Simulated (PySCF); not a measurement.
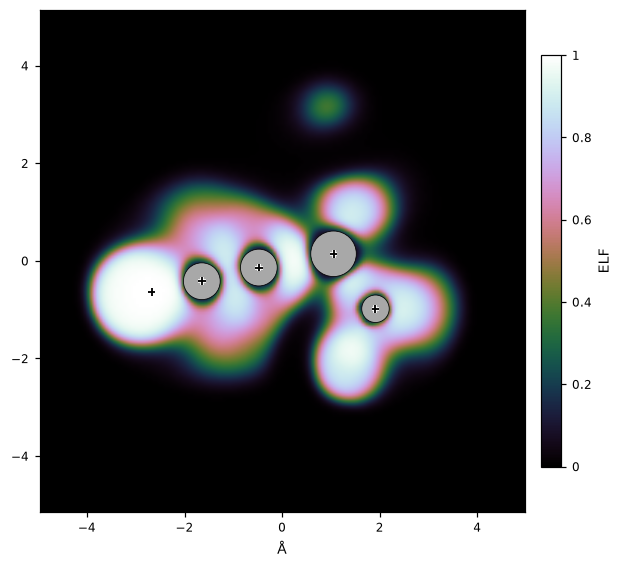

The ELF on a plane through atoms (crosses mark nuclei in the plane; grey discs cover the cores).

The calculation used PySCF, PBE0/pcSseg-1, SCF density, gas phase, non-relativistic.

Candidates:
A. C2H3N3OSi (SMILES N#C[Si](N)(O)C#N)
B. C3H8BNO
C. C7H9BF2

Q: Which candidate gave the map?

A: Candidate B: C3H8BNO on the plane of atoms C2, B3 and O4, which holds C, B, O and H. C–C (1.20 Å): the ELF peaks at about 0.85 between the atoms; a multiple bond. B–O (1.42 Å): the ELF peaks at about 0.90 between the atoms, as expected for a polar covalent bond.
